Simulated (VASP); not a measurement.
Band structure of SbAs (space group R-3m). Calculation: r2SCAN meta-GGA, VASP's PBE PAW potentials (set 64) (plane waves; VASP).

Unless said otherwise, spin-orbit coupling is left out, though it shifts the bands of the heavy elements here.

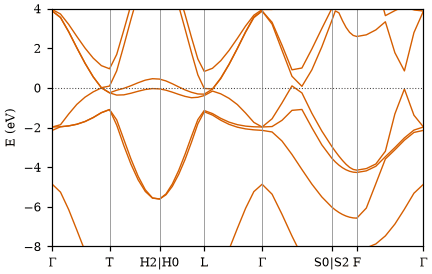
Fig. 1. Bands along high-symmetry lines, zero at the valence-band maximum or, without a gap, the Fermi level

Task: Read the plot: is there a gap, and where are the band edges?

Result: It has no gap at this level: it comes out as a metal or semimetal.

The structure comes from a measured SbAs entry (R-3m) of the Crystallography Open Database, whose conditions weren't checked. It was relaxed first.
